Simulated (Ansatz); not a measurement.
# Ge2H2 (triplet): one geometry, many settings

Aim: run Ge2H2 (triplet) at one geometry under a spread of methods and options, and see what each costs and gives.

The runs use Ansatz 0.2.0, Gaussian basis; the settings change from run to run.

16 further runs of the same task are left out: 6 that didn't finish, 10 set aside as unsound or not needed.

## Step 1: The system

The geometry is a PBE0/def2-TZVP stationary point (not a proven minimum) of the parent state, kept for this charge and spin. No spin-orbit coupling is included. The filled d shell of Ge may be among the frozen orbitals whatever the setting's name suggests; the logs give the count.

4 atoms, charge 0, spin multiplicity 3.

Atoms are counted from 1 here; the program's logs count them from 0.

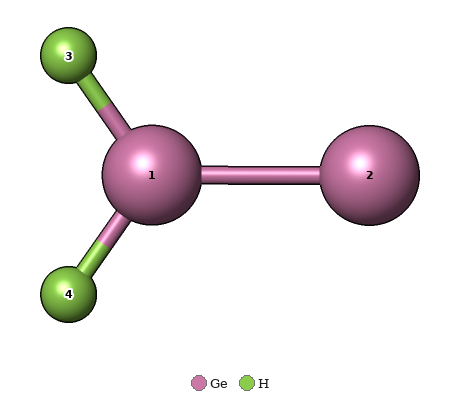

The structure; germanium pink, hydrogen green; atoms are numbered from 1 in the order of the file.

## Step 2: MP2 on ROHF/cc-pVDZ

File in.yaml:

```yaml
crystal:
  periodic: [false, false, false]
  atoms:
    - {symbol: Ge, position_ang: [0.000000, 0.000000, 1.116883]}
    - {symbol: Ge, position_ang: [0.000000, 0.000000, -1.172282]}
    - {symbol: H, position_ang: [0.000000, 1.262069, 1.996235]}
    - {symbol: H, position_ang: [0.000000, -1.262069, 1.996235]}
basis:
  gaussian: {orbitals: cc-pVDZ}
magnetization: {spin_polarized: false, initial_magnetization: 2}
correlation: {method: mp2, electrons: outside_noble_gas}
output: {forces: true}
```

Launch:

```sh
> ansatz run in.yaml --threads 1 --pin off --events-out ev --progress --plain --max-ram 2393MiB
```

Standard output:

```text
Functional definition: HF
  name "HF"
  cite "Fock, Z. Phys. 61, 126 (1930) doi:10.1007/BF01340294"
  parent pbe
  exchange = exact_x
  correlation = 0
742 factors; integrals over basis functions are off by at most 1.2e-3 eV
mean field evaluation 1: about -112974.9839 eV, gradient 8.3e0 eV
mean field evaluation 2: about -112974.9865 eV, gradient 8.3e0 eV
mean field evaluation 4: about -112975.5638 eV, gradient 7.6e-1 eV
mean field evaluation 8: about -112975.5688 eV, gradient 4.2e-3 eV
mean field evaluation 16: about -112975.5669 eV, gradient 3.5e-1 eV
mean field -112975.56884116 eV, -4151.7755773218 hartree, gradient 5.2e-6 eV, S^2 2.000000; 2 other end points of the search recorded, 0 dependent functions left out
mean field evaluation 32: about -112975.6939 eV, gradient 1.3e-1 eV
28 core orbitals not correlated: weight in the atoms' cores, before any rotation towards them, 0.999 or more for the frozen orbitals, at most 0.000 for the correlated occupied ones
reference -112975.56884116 eV, -4151.7755773218 hartree; 6, 4 occupied and 30, 32 virtual orbitals, 742 factors
second order -3.84890936 eV of doubles, -0.06636904 eV of singles
the calculation of the forces begins
Total energy: -112979.48411956 eV, -4151.9194611491 hartree
Atom 0 at     0.000000     0.000000     1.116883 Å, force     0.000000    -0.000000     1.251996 eV/Å
Atom 1 at     0.000000     0.000000    -1.172282 Å, force     0.000000     0.000000    -1.821858 eV/Å
Atom 2 at     0.000000     1.262069     1.996235 Å, force     0.000000     0.038039     0.284931 eV/Å
Atom 3 at     0.000000    -1.262069     1.996235 Å, force    -0.000000    -0.038039     0.284931 eV/Å
Dipole moment:    -0.000000     0.000000     0.258914 e Å
```

Wall time 4.8 s (1 thread of Arm Neoverse V2, shared host).

## Step 3: FCI/STO-3G

Edit in.yaml of step 2 so:

```diff
@@ -8,5 +8,5 @@
 basis:
-  gaussian: {orbitals: cc-pVDZ}
+  gaussian: {orbitals: STO-3G}
 magnetization: {spin_polarized: false, initial_magnetization: 2}
-correlation: {method: mp2, electrons: outside_noble_gas}
+correlation: {method: fci, electrons: outside_noble_gas}
 output: {forces: true}
```

The command is unchanged.

Standard output (excerpt; [...] marks lines left out):

```text
Functional definition: HF
  name "HF"
  cite "Fock, Z. Phys. 61, 126 (1930) doi:10.1007/BF01340294"
  parent pbe
[...]
478 factors; integrals over basis functions are off by at most 3.3e-8 eV
[...]
mean field -111690.91694551 eV, -4104.5654909249 hartree, gradient 4.3e-6 eV, S^2 2.000000; 8 other end points of the search recorded, 0 dependent functions left out
[...]
determinant -111690.91694551 eV, -4104.5654909249 hartree, with singles and doubles -111692.75562485 eV, -4104.6330611443 hartree
determinant -111688.99416213 eV, -4104.4948299391 hartree, with singles and doubles -111692.02094789 eV, -4104.6060622642 hartree
28 core orbitals not correlated, not the lowest: weight in the atoms' cores, before any rotation towards them, 0.903 or more for the frozen orbitals, at most 0.110 for the correlated occupied ones
reference -111690.91694551 eV, -4104.5654909249 hartree; 6, 4 occupied and 4, 6 virtual orbitals, 478 factors
state -111692.79492357 eV, -4104.6345053458 hartree
[...]
Total energy: -111692.79492357 eV, -4104.6345053458 hartree
Atom 0 at     0.000000     0.000000     1.116883 Å, force    -0.000000     0.000000     1.209371 eV/Å
Atom 1 at     0.000000     0.000000    -1.172282 Å, force     0.000000    -0.000000     0.017086 eV/Å
Atom 2 at     0.000000     1.262069     1.996235 Å, force    -0.000000    -1.234583    -0.613228 eV/Å
Atom 3 at     0.000000    -1.262069     1.996235 Å, force     0.000000     1.234583    -0.613228 eV/Å
Dipole moment:    -0.000000     0.000000     0.122359 e Å
```

Run time: 3.6 s. Hardware: 1 thread of Arm Neoverse V2, shared host.

From the report: 15,680 determinants, symmetry A2.

## Step 4: BCCD on UHF/STO-3G

Edit in.yaml of step 3 so:

```diff
@@ -8,5 +8,6 @@
 basis:
-  gaussian: {orbitals: STO-3G}
-magnetization: {spin_polarized: false, initial_magnetization: 2}
-correlation: {method: fci, electrons: outside_noble_gas}
+  gaussian: {orbitals: STO-3G, point_charges: [{charge: -0.50, position_ang: [4.138, 0.246, -0.501]}]}
+magnetization: {spin_polarized: true, initial_magnetization: 2}
+correlation: {method: bccd, electrons: outside_noble_gas, diis_vectors: 1}
+scf: {lower_state_search: off}
 output: {forces: true}
```

Launched as before.

Standard output (excerpt; [...] marks lines left out):

```text
Functional definition: HF
  name "HF"
  cite "Fock, Z. Phys. 61, 126 (1930) doi:10.1007/BF01340294"
  parent pbe
[...]
375 factors; integrals over basis functions are off by at most 2.1e-5 eV
[...]
mean field -111691.08393589 eV, -4104.5716277083 hartree, gradient 1.3e-6 eV, S^2 2.010242; 0 other end points of the search recorded, 0 dependent functions left out
28 core orbitals not correlated, not the lowest: weight in the atoms' cores, before any rotation towards them, 0.580 or more for the frozen orbitals, at most 0.476 for the correlated occupied ones
reference -111691.08393589 eV, -4104.5716277083 hartree; 6, 4 occupied and 4, 6 virtual orbitals, 375 factors
second order -1.15004261 eV of doubles, -0.00000000 eV of singles
cycle   1  -1.53207817 eV  change   -3.8e-1 eV  update   6.3e-2
[...]
cycle  44  -1.77356130 eV  change    2.0e-8 eV  update   4.2e-7
[...]
Total energy: -111692.85749720 eV, -4104.6368048840 hartree
Atom 0 at     0.000000     0.000000     1.116883 Å, force     0.030832     0.009304     1.178441 eV/Å
Atom 1 at     0.000000     0.000000    -1.172282 Å, force     0.031832     0.001699     0.055466 eV/Å
Atom 2 at     0.000000     1.262069     1.996235 Å, force    -0.001161    -1.268078    -0.622058 eV/Å
Atom 3 at     0.000000    -1.262069     1.996235 Å, force     0.007152     1.263693    -0.622355 eV/Å
Dipole moment:     0.072059     0.004150     0.089353 e Å
Checks for a lower state left out: starts, cluster_reference, orbital_swaps, neighbouring_geometries, increment
```

Run time: 1.1 s. Hardware: 1 thread of Arm Neoverse V2, shared host.

From the report: ⟨S²⟩ of the determinant 2.010 (pure triplet: 2.00); correlation -1.7736 eV; largest double amplitude 0.06.

## Step 5: NEVPT2(10,6)/cc-pVDZ

File in.yaml:

```yaml
crystal:
  periodic: [false, false, false]
  atoms:
    - {symbol: Ge, position_ang: [0.000000, 0.000000, 1.116883]}
    - {symbol: Ge, position_ang: [0.000000, 0.000000, -1.172282]}
    - {symbol: H, position_ang: [0.000000, 1.262069, 1.996235]}
    - {symbol: H, position_ang: [0.000000, -1.262069, 1.996235]}
basis:
  gaussian: {orbitals: cc-pVDZ, point_charges: [{charge: -0.50, position_ang: [4.212, -0.539, -0.377]}]}
magnetization: {spin_polarized: false, initial_magnetization: 2}
correlation: {method: sc_nevpt2, electrons: outside_noble_gas, active_space: {window: {electrons: 10, orbitals: 6}, states: [{multiplicity: 3, weights: [0.5, 1, 0.5]}], root: 0}}
output: {forces: true}
```

Launched as before.

Standard output (excerpt; [...] marks lines left out):

```text
Functional definition: HF
  name "HF"
  cite "Fock, Z. Phys. 61, 126 (1930) doi:10.1007/BF01340294"
  parent pbe
[...]
1267 factors; integrals over basis functions are off by at most 2.0e-7 eV
[...]
mean field -112975.65467801 eV, -4151.7787317677 hartree, gradient 2.0e-6 eV, S^2 2.000000; 2 other end points of the search recorded, 0 dependent functions left out
reference -112975.65467801 eV, -4151.7787317677 hartree; 34, 32 occupied and 30, 32 virtual orbitals, 1267 factors
state -112975.52799523 eV, -4151.7740762615 hartree
state -112973.78308106 eV, -4151.7099518484 hartree
state -112972.37142445 eV, -4151.6580744250 hartree
state -112975.52799523 eV, -4151.7740762615 hartree; corrected -112978.96258566 eV, -4151.9002951317 hartree
state -112973.78308106 eV, -4151.7099518484 hartree; corrected -112977.67687780 eV, -4151.8530462392 hartree
state -112972.37142445 eV, -4151.6580744250 hartree; corrected -112975.94380308 eV, -4151.7893569180 hartree
[...]
Total energy: -112978.96258566 eV, -4151.9002951317 hartree
Atom 0 at     0.000000     0.000000     1.116883 Å, force     0.063362    -0.028737     1.211278 eV/Å
Atom 1 at     0.000000     0.000000    -1.172282 Å, force    -0.002691    -0.000577    -1.819766 eV/Å
Atom 2 at     0.000000     1.262069     1.996235 Å, force     0.004153     0.035574     0.298756 eV/Å
Atom 3 at     0.000000    -1.262069     1.996235 Å, force    -0.011755    -0.017818     0.291034 eV/Å
Dipole moment:     0.128842    -0.016683     0.243267 e Å
```

It took 9 s on 1 thread of Arm Neoverse V2, shared host.

From the report: 36 determinants; active occupations (of the averaged states) 2.00, 2.00, 2.00, 1.50, 1.25, 1.25.

## Step 6: CCSD(T) on UHF/STO-3G

File in.yaml:

```yaml
crystal:
  periodic: [false, false, false]
  atoms:
    - {symbol: Ge, position_ang: [0.000000, 0.000000, 1.116883]}
    - {symbol: Ge, position_ang: [0.000000, 0.000000, -1.172282]}
    - {symbol: H, position_ang: [0.000000, 1.262069, 1.996235]}
    - {symbol: H, position_ang: [0.000000, -1.262069, 1.996235]}
basis:
  gaussian: {orbitals: STO-3G}
magnetization: {spin_polarized: true, initial_magnetization: 2}
correlation: {method: ccsd_t, electrons: outside_noble_gas}
```

Same command.

Standard output (excerpt; [...] marks lines left out):

```text
Functional definition: HF
  name "HF"
  cite "Fock, Z. Phys. 61, 126 (1930) doi:10.1007/BF01340294"
  parent pbe
[...]
375 factors; integrals over basis functions are off by at most 2.1e-5 eV
[...]
mean field -111690.97064700 eV, -4104.5674644180 hartree, gradient 6.2e-6 eV, S^2 2.009931; 10 other end points of the search recorded, 0 dependent functions left out
determinant -111690.97064700 eV, -4104.5674644180 hartree, with singles and doubles -111692.75817076 eV, -4104.6331547046 hartree
determinant -111690.24466904 eV, -4104.5407852203 hartree, with singles and doubles -111691.95220714 eV, -4104.6035360880 hartree
determinant -111689.95558574 eV, -4104.5301616050 hartree, with singles and doubles -111691.65544605 eV, -4104.5926303193 hartree
determinant -111688.90075506 eV, -4104.4913972925 hartree, with singles and doubles -111692.03095180 eV, -4104.6064299011 hartree
determinant -111687.71193642 eV, -4104.4477090131 hartree, with singles and doubles -111688.98788403 eV, -4104.4945992230 hartree
28 core orbitals not correlated, not the lowest: weight in the atoms' cores, before any rotation towards them, 0.573 or more for the frozen orbitals, at most 0.484 for the correlated occupied ones
reference -111690.97064700 eV, -4104.5674644180 hartree; 6, 4 occupied and 4, 6 virtual orbitals, 375 factors
second order -1.15848777 eV of doubles, -0.00000000 eV of singles
cycle   1  -1.78746335 eV  change    6.0e-5 eV  update   3.0e-4
[...]
cycle   6  -1.78731740 eV  change   -3.9e-6 eV  update   1.3e-6
perturbative correction -0.02451057 eV, -0.0009007468 hartree
Total energy: -111692.78247496 eV, -4104.6340478677 hartree
```

Run time: 2.7 s. Hardware: 1 thread of Arm Neoverse V2, shared host.

From the report: ⟨S²⟩ of the determinant 2.010 (pure triplet: 2.00); correlation -1.8118 eV; T1 0.013; largest double amplitude 0.06.

## Step 7: HF/cc-pVDZ

Edit in.yaml of step 6 so:

```diff
@@ -8,4 +8,6 @@
 basis:
-  gaussian: {orbitals: STO-3G}
-magnetization: {spin_polarized: true, initial_magnetization: 2}
-correlation: {method: ccsd_t, electrons: outside_noble_gas}
+  gaussian: {orbitals: cc-pVDZ}
+magnetization: {spin_polarized: false, initial_magnetization: 2}
+hamiltonian: {xc: hf}
+accuracy: high
+output: {forces: true, orbitals: {seedname: orbitals}}
```

Same command.

Standard output (excerpt; [...] marks lines left out):

```text
Functional definition: HF
  name "HF"
  cite "Fock, Z. Phys. 61, 126 (1930) doi:10.1007/BF01340294"
  parent pbe
[...]
1324 factors; integrals over basis functions are off by at most 4.4e-9 eV
[...]
mean field -112975.56898164 eV, -4151.7755824841 hartree, gradient 2.5e-8 eV, S^2 2.000000; 0 other end points of the search recorded, 0 dependent functions left out
[...]
reference -112975.56898164 eV, -4151.7755824841 hartree; 34, 32 occupied and 30, 32 virtual orbitals, 1324 factors
Total energy: -112975.56898164 eV, -4151.7755824841 hartree
Atom 0 at     0.000000     0.000000     1.116883 Å, force    -0.000000     0.000000     1.306872 eV/Å
Atom 1 at     0.000000     0.000000    -1.172282 Å, force     0.000000     0.000000    -1.643984 eV/Å
Atom 2 at     0.000000     1.262069     1.996235 Å, force     0.000000    -0.066059     0.168556 eV/Å
Atom 3 at     0.000000    -1.262069     1.996235 Å, force     0.000000     0.066059     0.168556 eV/Å
Dipole moment:    -0.000000     0.000000     0.275317 e Å
```

It took 5.5 s on 1 thread of Arm Neoverse V2, shared host.

## Step 8: NEVPT2(16,9)/STO-3G

Edit in.yaml of step 7 so:

```diff
@@ -8,6 +8,4 @@
 basis:
-  gaussian: {orbitals: cc-pVDZ}
+  gaussian: {orbitals: STO-3G}
 magnetization: {spin_polarized: false, initial_magnetization: 2}
-hamiltonian: {xc: hf}
-accuracy: high
-output: {forces: true, orbitals: {seedname: orbitals}}
+correlation: {method: sc_nevpt2, electrons: valence, active_space: {window: {electrons: 16, orbitals: 9}}}
```

Launched as before.

Standard output (excerpt; [...] marks lines left out):

```text
Functional definition: HF
  name "HF"
  cite "Fock, Z. Phys. 61, 126 (1930) doi:10.1007/BF01340294"
  parent pbe
[...]
375 factors; integrals over basis functions are off by at most 2.1e-5 eV
[...]
mean field -111690.91673406 eV, -4104.5654831541 hartree, gradient 4.2e-6 eV, S^2 2.000000; 8 other end points of the search recorded, 0 dependent functions left out
reference -111690.91673406 eV, -4104.5654831541 hartree; 34, 32 occupied and 4, 6 virtual orbitals, 375 factors
state -111690.91696207 eV, -4104.5654915335 hartree
state -111690.91696207 eV, -4104.5654915335 hartree; corrected -111692.08769415 eV, -4104.6085151439 hartree
WARN: 7 active orbitals are nearly empty or full. The corrections depend on them more than the energy does, and are more stable in an active space without them
Total energy: -111692.08769415 eV, -4104.6085151439 hartree
```

Run time: 4.4 s. Hardware: 1 thread of Arm Neoverse V2, shared host.

From the report: 20 determinants; active occupations 2.00, 2.00, 2.00, 2.00, 2.00, 2.00, 2.00, 1.00, 1.00. The report marks this result as in doubt.

## Step 9: BCCD(T)/cc-pVDZ

Edit in.yaml of step 8 so:

```diff
@@ -8,4 +8,6 @@
 basis:
-  gaussian: {orbitals: STO-3G}
+  gaussian: {orbitals: cc-pVDZ}
 magnetization: {spin_polarized: false, initial_magnetization: 2}
-correlation: {method: sc_nevpt2, electrons: valence, active_space: {window: {electrons: 16, orbitals: 9}}}
+hamiltonian: {xc: {name: r2SCAN}}
+correlation: {method: bccd_t, electrons: outside_noble_gas, diis_vectors: 4}
+scf: {lower_state_search: full}
```

Launched as before.

Standard output (excerpt; [...] marks lines left out):

```text
Functional definition: r2SCAN
  name "r2SCAN"
  cite "Furness, Kaplan, Ning, Perdew & Sun, J. Phys. Chem. Lett. 11, 8208 (2020) doi:10.1021/acs.jpclett.0c02405"
  cite "Furness, Kaplan, Ning, Perdew & Sun, J. Phys. Chem. Lett. 11, 9248 (2020) doi:10.1021/acs.jpclett.0c03077"
  parent r2scan
[...]
742 factors; integrals over basis functions are off by at most 1.2e-3 eV
[...]
mean field -113064.55720442 eV, -4155.0458393530 hartree, gradient 9.8e-7 eV, S^2 2.000000; 10 other end points of the search recorded, 0 dependent functions left out
[...]
28 core orbitals not correlated: weight in the atoms' cores, before any rotation towards them, 0.999 or more for the frozen orbitals, at most 0.000 for the correlated occupied ones
reference -112974.81861325 eV, -4151.7480069545 hartree; 6, 4 occupied and 30, 32 virtual orbitals, 742 factors
second order -4.06517079 eV of doubles, -0.31541777 eV of singles
cycle   1  -4.94536785 eV  change   -5.7e-1 eV  update   6.2e-2
[...]
cycle  11  -5.15806595 eV  change   -2.8e-6 eV  update   7.2e-6
perturbative correction -0.15093334 eV, -0.0055466978 hartree
Total energy: -112980.12761254 eV, -4151.9431090798 hartree
```

It took 30 s on 1 thread of Arm Neoverse V2, shared host.

From the report: correlation -5.3090 eV; largest double amplitude 0.05.

## Step 10: CCSDTQ on ROHF/STO-3G

Edit in.yaml of step 9 so:

```diff
@@ -8,6 +8,5 @@
 basis:
-  gaussian: {orbitals: cc-pVDZ}
+  gaussian: {orbitals: STO-3G}
 magnetization: {spin_polarized: false, initial_magnetization: 2}
-hamiltonian: {xc: {name: r2SCAN}}
-correlation: {method: bccd_t, electrons: outside_noble_gas, diis_vectors: 4}
-scf: {lower_state_search: full}
+correlation: {method: ccsdtq, electrons: outside_noble_gas}
+output: {forces: true}
```

Launched as before.

Standard output (excerpt; [...] marks lines left out):

```text
Functional definition: HF
  name "HF"
  cite "Fock, Z. Phys. 61, 126 (1930) doi:10.1007/BF01340294"
  parent pbe
[...]
478 factors; integrals over basis functions are off by at most 3.3e-8 eV
[...]
mean field -111690.91694551 eV, -4104.5654909249 hartree, gradient 4.3e-6 eV, S^2 2.000000; 8 other end points of the search recorded, 0 dependent functions left out
[...]
determinant -111690.91694551 eV, -4104.5654909249 hartree, with singles and doubles -111692.75519146 eV, -4104.6330452175 hartree
determinant -111689.85403836 eV, -4104.5264298074 hartree, with singles and doubles -111691.65573159 eV, -4104.5926408126 hartree
determinant -111688.99416213 eV, -4104.4948299391 hartree, with singles and doubles -111692.02491864 eV, -4104.6062081864 hartree
28 core orbitals not correlated, not the lowest: weight in the atoms' cores, before any rotation towards them, 0.584 or more for the frozen orbitals, at most 0.466 for the correlated occupied ones
reference -111690.91694551 eV, -4104.5654909249 hartree; 6, 4 occupied and 4, 6 virtual orbitals, 478 factors
second order -1.17635616 eV of doubles, -0.02495606 eV of singles
cycle   1  -1.59251408 eV  change   -3.9e-1 eV  update   6.5e-2
[...]
cycle  14  -1.87746560 eV  change    3.6e-7 eV  update   3.4e-7
[...]
Total energy: -111692.79441111 eV, -4104.6344865130 hartree
Atom 0 at     0.000000     0.000000     1.116883 Å, force     0.000000    -0.000000     1.203473 eV/Å
Atom 1 at     0.000000     0.000000    -1.172282 Å, force     0.000000     0.000000     0.019460 eV/Å
Atom 2 at     0.000000     1.262069     1.996235 Å, force     0.000000    -1.230601    -0.611467 eV/Å
Atom 3 at     0.000000    -1.262069     1.996235 Å, force    -0.000000     1.230601    -0.611467 eV/Å
Dipole moment:     0.000000     0.000000     0.122223 e Å
```

Run time: 58 s. Hardware: 1 thread of Arm Neoverse V2, shared host; peak memory 0.47 GiB.

From the report: correlation -1.8775 eV; T1 0.015; largest double amplitude 0.06.

## Step 11: All runs side by side

Where basis and cores are those of an earlier UCCSDT(Q)/cc-pVDZ run (-112980.5991 eV), and the state is the same kind, the miss against it is given. † marks a result that the program doubts.

| level | correlated | functions | energy (eV) | from UCCSDT(Q) (meV) | time |
| --- | --- | --- | --- | --- | --- |
| MP2 on ROHF/cc-pVDZ | outside noble gas | 64 | -112979.4841 | 1115.0 | 4.8 s |
| FCI/STO-3G | outside noble gas | 38 | -111692.7949 |  | 3.6 s |
| BCCD on UHF/STO-3G (beside a point charge) | outside noble gas | 38 | -111692.8575 |  | 1.1 s |
| NEVPT2(10,6)/cc-pVDZ (lowest root of an average, beside a point charge) | outside noble gas | 64 | -112978.9626 |  | 9 s |
| CCSD(T) on UHF/STO-3G | outside noble gas | 38 | -111692.7825 |  | 2.7 s |
| HF/cc-pVDZ |  | 64 | -112975.5690 | 5030.1 | 5.5 s |
| NEVPT2(16,9)/STO-3G † | valence | 38 | -111692.0877 |  | 4.4 s |
| BCCD(T)/cc-pVDZ (on r2SCAN orbitals) | outside noble gas | 64 | -112980.1276 | 471.5 | 30 s |
| CCSDTQ on ROHF/STO-3G | outside noble gas | 38 | -111692.7944 |  | 58 s |

## Step 12: Outcome

| quantity | value |
| --- | --- |
| runs | 9 |
| quickest | BCCD on UHF/STO-3G (beside a point charge), 1.1 s |
| slowest | CCSDTQ on ROHF/STO-3G, 58 s |

Total energies in different bases, with other cores or another treatment of relativity can't be set against each other. CCSDTQ on ROHF/STO-3G took 54 times as long as BCCD on UHF/STO-3G (beside a point charge); the jobs differ in more than the method. Among the correlated runs with a miss given, it spans +472 to +1115 meV. Hartree-Fock, CASSCF and CASCI lack dynamic correlation by design. Cores frozen from Kohn-Sham orbitals shift the total energy.
